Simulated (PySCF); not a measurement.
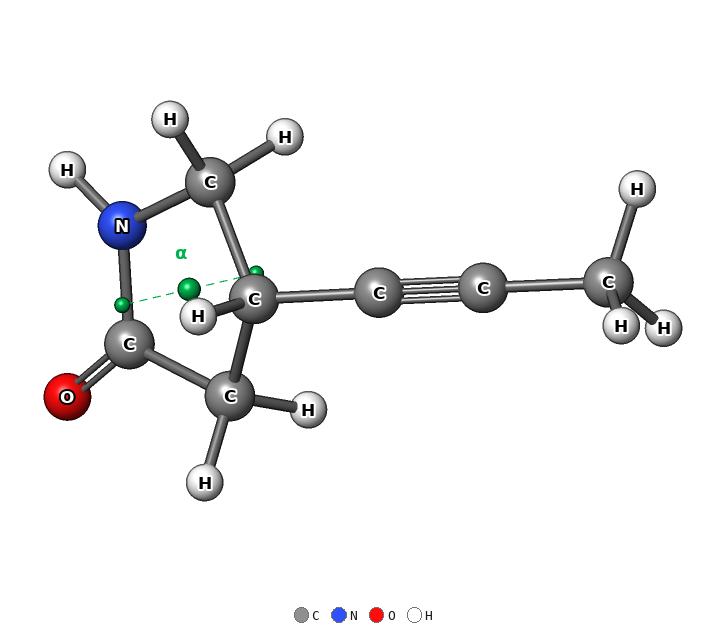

The small points mark where nucleus-independent chemical shifts (NICS) were computed: at the centre of each lettered ring and 1 Å above and below it. Computed geometry: GFN2-xTB optimisation. No frequency run is at hand to confirm it as a minimum. Properties computed with GIAO PBE0/pcSseg-1 NMR shielding, non-relativistic, gas phase (PySCF 2.14.0).

Give NICS(0), NICS(1) and the out-of-plane component NICS(1)zz for each ring (means of the two sides).

| ring | members | NICS(0) | NICS(1) | NICS(1)zz |
| --- | --- | --- | --- | --- |
| α | C4N | −5.5 | −3.0 | −2.7 |

Values in ppm.

Question. What do the values say about the ring currents?

Answer. Ring α: weak, as in a non-aromatic ring. NICS is one index among several.
